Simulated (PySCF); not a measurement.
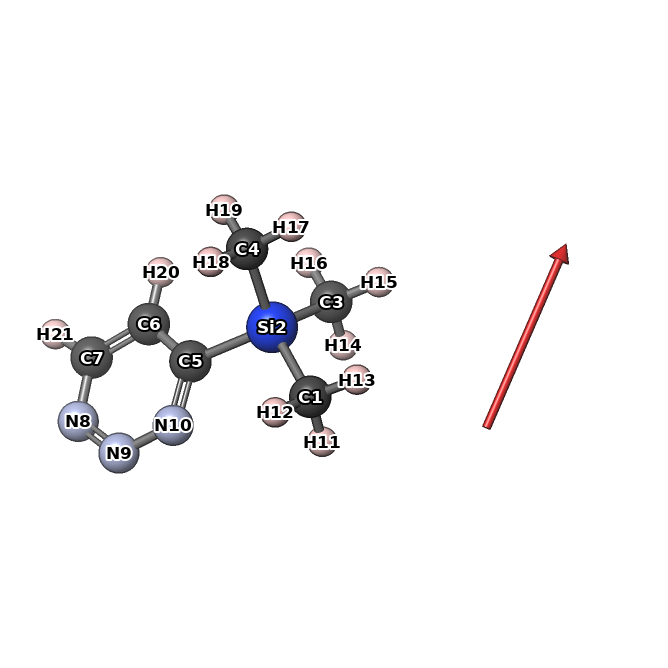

The arrow beside the molecule shows the direction of the dipole moment, from the negative to the positive end (its length means nothing). The computed structure is the end point of a GFN2-xTB optimisation. No frequency run is at hand to confirm it as a minimum. Level of theory: PBE0/pcSseg-1, gas phase (PySCF 2.14.0).

**How large is the dipole moment?**

5.18 D; it points from the side of N9 to the side of H15, H16, H17, H19 (the outermost atoms at the two ends).

The geometry is semi-empirical. Around Si such bond lengths and angles can be off by a tenth of an ångström or more and by several degrees, and values that hang on the shape move with them.
